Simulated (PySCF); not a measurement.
# CH4AlBrO (SMILES [CH3][Al]([OH])[Br]): levels of theory compared

Wanted: a comparison of 4 runs (HF/def2-SVP, B3LYP/6-31G*, PBE0/def2-SVP) of CH4AlBrO. Input form: a Python script.

The calculation is run with PySCF 2.14.0.

1 further run of the same task is left out (for a known fault of the program).

**1. The molecule**

CH4AlBrO: 8 atoms, total charge 0, spin state singlet. As SMILES, `[CH3][Al]([OH])[Br]`. The shape is that of a PBE0-D4/def2-TZVP optimisation. This is one conformer, not always the lowest.

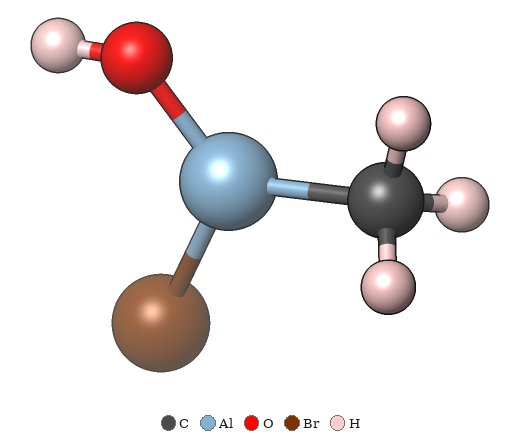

The structure, seen from a chosen angle (carbon dark grey, aluminium light blue, oxygen red, bromine brown, hydrogen pink).

**2. Energy and forces at HF/def2-SVP (run 1)**

Contents of job.py:

```python
from pyscf import gto

molecule = gto.M(
    atom='''
C      0.080880     2.452298    -0.159493
Al    -0.165729    -1.185236    -0.242830
O      1.002878    -2.961579     2.137469
Br    -2.024842    -3.216314    -3.522261
H     -1.794484     3.315713    -0.243397
H      1.023665     3.100852     1.557323
H      1.137426     3.152441    -1.791460
H      0.914816    -4.766078     2.159579
''',
    verbose=4,
    charge=0,
    unit='bohr',
    basis='def2-svp',
    spin=0,
    max_memory=1860,
)

mf = molecule.RHF()
mf.conv_tol = 1e-10
mf.kernel()
if not mf.converged:
    mf = mf.newton().run(mf.mo_coeff, mf.mo_occ)

e_final = mf.e_tot
print('E = %.10f Eh' % e_final)
grad = mf.nuc_grad_method().kernel()
dip = mf.dip_moment()
pop, q = mf.mulliken_pop()
```

Launch:

```
$ OMP_NUM_THREADS=1 python job.py
```

The program printed:

```text
PySCF version 2.14.0

[... 64 lines left out ...]
converged SCF energy = -2929.05795550112
[... 12 lines left out ...]
Dipole moment(X, Y, Z, Debye):  0.30912,  0.20144,  0.55822
[... 68 lines left out ...]
pop of  3 Br 3dx2-y2      1.64575
pop of  3 Br 4dxy         0.34578
pop of  3 Br 4dyz         0.34626
pop of  3 Br 4dz^2        0.34625
pop of  3 Br 4dxz         0.34625
pop of  3 Br 4dx2-y2      0.34572
pop of  3 Br 5dxy         0.01095
pop of  3 Br 5dyz         0.01433
pop of  3 Br 5dz^2        0.01298
pop of  3 Br 5dxz         0.01357
pop of  3 Br 5dx2-y2      0.01000
pop of  4 H 1s            0.73419
pop of  4 H 2s            0.17258
pop of  4 H 2px           0.01529
pop of  4 H 2py           0.00866
pop of  4 H 2pz           0.00407
pop of  5 H 1s            0.73477
pop of  5 H 2s            0.16656
pop of  5 H 2px           0.00671
pop of  5 H 2py           0.00714
pop of  5 H 2pz           0.01365
pop of  6 H 1s            0.73416
pop of  6 H 2s            0.17262
pop of  6 H 2px           0.00759
pop of  6 H 2py           0.00792
pop of  6 H 2pz           0.01251
pop of  7 H 1s            0.66371
pop of  7 H 2s            0.04577
pop of  7 H 2px           0.01631
pop of  7 H 2py           0.03947
pop of  7 H 2pz           0.01665
 ** Mulliken atomic charges  **
charge of    0C =     -0.46897
charge of    1Al =      1.10208
charge of    2O =     -0.61232
charge of    3Br =     -0.44044
charge of    4H =      0.06520
charge of    5H =      0.07117
charge of    6H =      0.06519
charge of    7H =      0.21809
```

It took 6.6 s on 1 thread of Arm Neoverse V2, shared host; peak memory 0.21 GiB.

**3. Energy and gradient at B3LYP/6-31G(d) (spherical functions) (run 2)**

Contents of run.py:

```python
from pyscf import gto, dft

molecule = gto.M(
    atom='''
C      0.080880     2.452298    -0.159493
Al    -0.165729    -1.185236    -0.242830
O      1.002878    -2.961579     2.137469
Br    -2.024842    -3.216314    -3.522261
H     -1.794484     3.315713    -0.243397
H      1.023665     3.100852     1.557323
H      1.137426     3.152441    -1.791460
H      0.914816    -4.766078     2.159579
''',
    spin=0,
    unit='bohr',
    basis='6-31g*',
    charge=0,
    max_memory=1860,
    verbose=4,
)

myscf = dft.RKS(molecule)
myscf.xc = 'b3lyp'
myscf.grids.level = 5
myscf.conv_tol = 1e-10
myscf.kernel()
if not myscf.converged:
    myscf = myscf.newton().run(myscf.mo_coeff, myscf.mo_occ)

energy = myscf.e_tot
print('Final energy', energy)
grad = myscf.nuc_grad_method().kernel()
myscf.analyze()
```

Launch:

```
$ OMP_NUM_THREADS=1 python run.py
```

The program printed:

```text
PySCF version 2.14.0

[... 96 lines left out ...]
Two-electron Energy =                 1433.979655840769055
[... 9 lines left out ...]
MO #6   energy= -56.0613636125772  occ= 2
[... 7 lines left out ...]
MO #14  energy= -2.71332285861241  occ= 2
[... 7 lines left out ...]
MO #22  energy= -0.981529897915673 occ= 2
[... 7 lines left out ...]
MO #30  energy= -0.330677971284335 occ= 2
[... 7 lines left out ...]
MO #38  energy= 0.116838166128481  occ= 0
[... 7 lines left out ...]
MO #46  energy= 0.305127007861988  occ= 0
[... 7 lines left out ...]
MO #54  energy= 0.598981307664815  occ= 0
[... 7 lines left out ...]
MO #62  energy= 0.887375307055405  occ= 0
[... 7 lines left out ...]
MO #70  energy= 1.26363363968711   occ= 0
[... 7 lines left out ...]
MO #78  energy= 2.25107308455036   occ= 0
[... 7 lines left out ...]
MO #86  energy= 4.92548105419934   occ= 0
[... 58 lines left out ...]
pop of  3 Br 3pz          1.99986
pop of  3 Br 4px          1.83735
pop of  3 Br 4py          1.85384
pop of  3 Br 4pz          1.73328
pop of  3 Br 5px          0.00123
pop of  3 Br 5py          0.00167
pop of  3 Br 5pz          0.00182
pop of  3 Br 3dxy         1.99986
pop of  3 Br 3dyz         1.99984
pop of  3 Br 3dz^2        1.99985
pop of  3 Br 3dxz         1.99985
pop of  3 Br 3dx2-y2      1.99987
pop of  3 Br 4dxy         0.00154
pop of  3 Br 4dyz         0.00367
pop of  3 Br 4dz^2        0.00249
pop of  3 Br 4dxz         0.00304
pop of  3 Br 4dx2-y2      0.00084
pop of  3 Br 5dxy         0.00004
pop of  3 Br 5dyz         0.00009
pop of  3 Br 5dz^2        0.00007
pop of  3 Br 5dxz         0.00008
pop of  3 Br 5dx2-y2      0.00003
pop of  4 H 1s            0.86801
pop of  4 H 2s            0.00655
pop of  5 H 1s            0.86654
pop of  5 H 2s            0.00665
pop of  6 H 1s            0.86801
pop of  6 H 2s            0.00655
pop of  7 H 1s            0.65267
pop of  7 H 2s            0.01303
 ** Mulliken atomic charges  **
charge of    0C =     -0.60527
charge of    1Al =      0.93762
charge of    2O =     -0.71497
charge of    3Br =     -0.32936
charge of    4H =      0.12544
charge of    5H =      0.12681
charge of    6H =      0.12544
charge of    7H =      0.33430
Dipole moment(X, Y, Z, Debye):  0.42989,  0.36914,  0.76763
```

Run time: 32 s. Hardware: 1 thread of Arm Neoverse V2, shared host; peak memory 0.84 GiB.

**4. Energy and gradient at B3LYP/6-31G(d) (Cartesian functions) (run 3)**

Contents of job.py:

```python
# [CH3][Al]([OH])[Br]
from pyscf import gto, dft

mol = gto.Mole()
mol.atom = [
    ('C', (0.042800, 1.297700, -0.084400)),
    ('Al', (-0.087700, -0.627200, -0.128500)),
    ('O', (0.530700, -1.567200, 1.131100)),
    ('Br', (-1.071500, -1.702000, -1.863900)),
    ('H', (-0.949600, 1.754600, -0.128800)),
    ('H', (0.541700, 1.640900, 0.824100)),
    ('H', (0.601900, 1.668200, -0.948000)),
    ('H', (0.484100, -2.522100, 1.142800)),
]
mol.cart = True
mol.basis = '6-31g*'
mol.max_memory = 1860
mol.verbose = 3
mol.build()

mf = dft.RKS(mol, xc='b3lyp')
mf.grids.level = 5
mf.conv_tol = 1e-10
mf.kernel()
if not mf.converged:
    mf = mf.newton().run(mf.mo_coeff, mf.mo_occ)

e_tot = mf.e_tot
print('E = %.10f Eh' % e_tot)
grad = mf.nuc_grad_method().kernel()
dip = mf.dip_moment()
pop, q = mf.mulliken_pop()
```

Launch:

```
$ OMP_NUM_THREADS=1 python job.py
```

The program printed:

```text
converged SCF energy = -2932.1852814115
E = -2932.1852814115 Eh
--------------- RKS gradients ---------------
         x                y                z
0 C     0.0001770008    -0.0016484765     0.0005215369
1 Al     0.0013688941    -0.0033948942     0.0029225760
2 O    -0.0043065289    -0.0035696551    -0.0076972770
3 Br     0.0028510765     0.0028913657     0.0050644132
4 H     0.0016502602    -0.0012794001    -0.0002331706
5 H    -0.0009103060    -0.0008813288    -0.0016260839
6 H    -0.0012211951    -0.0011080898     0.0012759994
7 H     0.0003844876     0.0089824961    -0.0002135822
----------------------------------------------
Dipole moment(X, Y, Z, Debye):  0.42202,  0.36407,  0.75338
 ** Mulliken pop  **
pop of  0  C 1s           1.99171
pop of  0  C 2s           0.66725
pop of  0  C 3s           0.67736
pop of  0  C 2px          0.69721
pop of  0  C 2py          0.72657
pop of  0  C 2pz          0.70276
pop of  0  C 3px          0.37775
pop of  0  C 3py          0.46906
pop of  0  C 3pz          0.37145
pop of  0  C 3dxx         0.00685
pop of  0  C 3dxy         0.00374
pop of  0  C 3dxz         0.00636
pop of  0  C 3dyy        -0.00731
pop of  0  C 3dyz         0.00280
pop of  0  C 3dzz         0.00771
pop of  1 Al 1s           1.99887
pop of  1 Al 2s           1.99098
pop of  1 Al 3s           0.87551
pop of  1 Al 4s           0.06057
pop of  1 Al 2px          1.98657
pop of  1 Al 2py          1.98943
pop of  1 Al 2pz          1.98782
pop of  1 Al 3px          0.22653
pop of  1 Al 3py          0.49806
pop of  1 Al 3pz          0.32653
pop of  1 Al 4px          0.07921
pop of  1 Al 4py          0.04769
pop of  1 Al 4pz          0.05334
pop of  1 Al 3dxx        -0.04375
pop of  1 Al 3dxy         0.03838
pop of  1 Al 3dxz         0.03806
pop of  1 Al 3dyy         0.02104
pop of  1 Al 3dyz         0.06891
pop of  1 Al 3dzz        -0.00536
pop of  2  O 1s           1.99235
pop of  2  O 2s           0.89693
pop of  2  O 3s           0.91832
pop of  2  O 2px          1.03736
pop of  2  O 2py          0.86960
pop of  2  O 2pz          1.03361
pop of  2  O 3px          0.75678
pop of  2  O 3py          0.48995
pop of  2  O 3pz          0.70065
pop of  2  O 3dxx        -0.00626
pop of  2  O 3dxy         0.00055
pop of  2  O 3dxz         0.00203
pop of  2  O 3dyy         0.03387
pop of  2  O 3dyz         0.00156
pop of  2  O 3dzz         0.00360
pop of  3 Br 1s           1.99821
pop of  3 Br 2s           1.98660
pop of  3 Br 3s           1.93270
pop of  3 Br 4s           1.60733
pop of  3 Br 5s           0.36448
pop of  3 Br 2px          1.99977
pop of  3 Br 2py          1.99977
pop of  3 Br 2pz          1.99975
pop of  3 Br 3px          1.99545
pop of  3 Br 3py          1.99549
pop of  3 Br 3pz          1.99503
pop of  3 Br 4px          1.29733
pop of  3 Br 4py          1.31826
pop of  3 Br 4pz          1.25234
pop of  3 Br 5px          0.53690
pop of  3 Br 5py          0.51497
pop of  3 Br 5pz          0.43273
pop of  3 Br 3dxx         0.94954
pop of  3 Br 3dxy         1.38944
pop of  3 Br 3dxz         1.38909
pop of  3 Br 3dyy         0.94957
pop of  3 Br 3dyz         1.38916
pop of  3 Br 3dzz         0.94957
pop of  3 Br 4dxx         0.39906
pop of  3 Br 4dxy         0.58348
pop of  3 Br 4dxz         0.58353
pop of  3 Br 4dyy         0.39896
pop of  3 Br 4dyz         0.58342
pop of  3 Br 4dzz         0.39880
pop of  3 Br 5dxx         0.00216
pop of  3 Br 5dxy         0.02904
pop of  3 Br 5dxz         0.03153
pop of  3 Br 5dyy         0.00147
pop of  3 Br 5dyz         0.03217
pop of  3 Br 5dzz         0.01284
pop of  4  H 1s           0.51518
pop of  4  H 2s           0.30432
pop of  5  H 1s           0.51620
pop of  5  H 2s           0.29761
pop of  6  H 1s           0.51516
pop of  6  H 2s           0.30437
pop of  7  H 1s           0.47314
pop of  7  H 2s           0.10354
 ** Mulliken atomic charges  **
charge of    0C =     -0.70127
charge of    1Al =      0.76160
charge of    2O =     -0.73089
charge of    3Br =     -0.29993
charge of    4H =      0.18050
charge of    5H =      0.18619
charge of    6H =      0.18048
charge of    7H =      0.42332
```

Wall time 34 s (1 thread of Arm Neoverse V2, shared host); peak memory 0.9 GiB.

**5. Energy and gradient at PBE0/def2-SVP (run 4)**

Contents of job.py:

```python
import pyscf.grad
from pyscf import gto, dft

system = gto.M(
    atom='''
C        0.042800       1.297700      -0.084400
Al      -0.087700      -0.627200      -0.128500
O        0.530700      -1.567200       1.131100
Br      -1.071500      -1.702000      -1.863900
H       -0.949600       1.754600      -0.128800
H        0.541700       1.640900       0.824100
H        0.601900       1.668200      -0.948000
H        0.484100      -2.522100       1.142800
''',
    verbose=4,
    max_memory=1860,
    spin=0,
    basis='def2-svp',
    charge=0,
)

mf = dft.RKS(system)
mf.xc = 'pbe0'
mf.conv_tol = 1e-10
mf.grids.level = 5
mf.kernel()
if not mf.converged:
    mf = mf.newton().run(mf.mo_coeff, mf.mo_occ)

etot = mf.e_tot
print('E = %.10f Eh' % etot)
grad = mf.Gradients().kernel()
mf.analyze()
```

Launch:

```
$ OMP_NUM_THREADS=1 python job.py
```

The program printed:

```text
PySCF version 2.14.0

[... 96 lines left out ...]
Two-electron Coulomb Energy =         1560.130446826393836
[... 10 lines left out ...]
MO #8   energy= -10.2195587450396  occ= 2
[... 8 lines left out ...]
MO #17  energy= -2.6536733839559   occ= 2
[... 8 lines left out ...]
MO #26  energy= -0.41962730339913  occ= 2
[... 8 lines left out ...]
MO #35  energy= -0.00373192122116954 occ= 0
[... 8 lines left out ...]
MO #44  energy= 0.321202030968516  occ= 0
[... 8 lines left out ...]
MO #53  energy= 0.559573964468646  occ= 0
[... 8 lines left out ...]
MO #62  energy= 0.742141181418307  occ= 0
[... 8 lines left out ...]
MO #71  energy= 1.24494660275758   occ= 0
[... 8 lines left out ...]
MO #80  energy= 1.95978251814617   occ= 0
[... 8 lines left out ...]
MO #89  energy= 2.93642574698619   occ= 0
[... 8 lines left out ...]
MO #98  energy= 3.72787792540602   occ= 0
[... 70 lines left out ...]
pop of  3 Br 4dxy         0.00172
pop of  3 Br 4dyz         0.00405
pop of  3 Br 4dz^2        0.00295
pop of  3 Br 4dxz         0.00337
pop of  3 Br 4dx2-y2      0.00101
pop of  3 Br 5dxy         0.00001
pop of  3 Br 5dyz         0.00002
pop of  3 Br 5dz^2        0.00001
pop of  3 Br 5dxz         0.00001
pop of  3 Br 5dx2-y2      0.00001
pop of  4 H 1s            0.86534
pop of  4 H 2s            0.00691
pop of  4 H 2px           0.00079
pop of  4 H 2py           0.00043
pop of  4 H 2pz           0.00005
pop of  5 H 1s            0.86396
pop of  5 H 2s            0.00686
pop of  5 H 2px           0.00024
pop of  5 H 2py           0.00029
pop of  5 H 2pz           0.00070
pop of  6 H 1s            0.86534
pop of  6 H 2s            0.00690
pop of  6 H 2px           0.00028
pop of  6 H 2py           0.00037
pop of  6 H 2pz           0.00061
pop of  7 H 1s            0.65227
pop of  7 H 2s            0.01158
pop of  7 H 2px           0.00145
pop of  7 H 2py           0.00161
pop of  7 H 2pz           0.00141
 ** Mulliken atomic charges  **
charge of    0C =     -0.61522
charge of    1Al =      0.93084
charge of    2O =     -0.71091
charge of    3Br =     -0.31730
charge of    4H =      0.12649
charge of    5H =      0.12794
charge of    6H =      0.12649
charge of    7H =      0.33168
Dipole moment(X, Y, Z, Debye):  0.34794,  0.23271,  0.62785
```

It took 35 s on 1 thread of Arm Neoverse V2, shared host; peak memory 0.97 GiB.

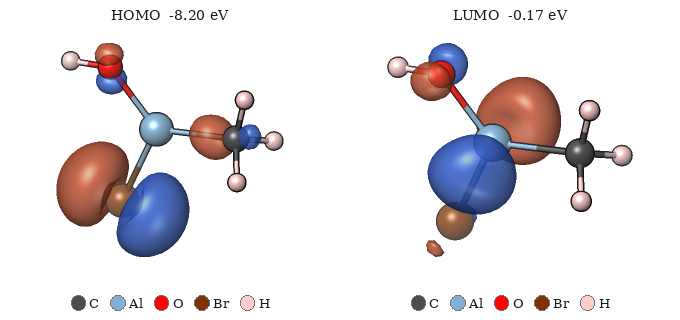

Frontier orbitals of this run, surfaces at ±0.2 Å^-3/2.

**6. Overview of the runs**

| run | level | integration grid | Cartesian functions | energy (Eh) | dipole moment (D) | HOMO energy (eV) | LUMO energy (eV) | wall time |
| --- | --- | --- | --- | --- | --- | --- | --- | --- |
| 1 | HF/def2-SVP | – | no | -2929.057956 | 0.67 | -11.24 | 2.68 | 6.6 s |
| 2 | B3LYP/6-31G* (spherical functions) | 5 | no | -2932.172901 | 0.95 | -7.93 | -0.43 | 32 s |
| 3 | B3LYP/6-31G* (Cartesian functions) | 5 | yes | -2932.185281 | 0.94 | -7.93 | -0.45 | 34 s |
| 4 | PBE0/def2-SVP | 5 | no | -2931.439823 | 0.75 | -8.20 | -0.17 | 35 s |

**7. Summary of results**

```
                       quantity           value
            run 4: total energy  -2931.43982 Eh
           run 4: dipole moment          0.75 D
             run 4: HOMO energy        -8.20 eV
             run 4: LUMO energy        -0.17 eV
           run 4: HOMO–LUMO gap         8.03 eV
run 4: largest force on an atom      0.306 eV/Å
```

The dipole moment (its size) runs from 0.67 D (HF/def2-SVP) to 0.95 D (B3LYP/6-31G*). The two ends differ in method and basis. The HOMO–LUMO gap runs from 7.49 eV (B3LYP/6-31G*) to 13.91 eV (HF/def2-SVP). Totals of different functionals can't be ranked against each other. All runs together took 1.8 min, the longest 35 s.
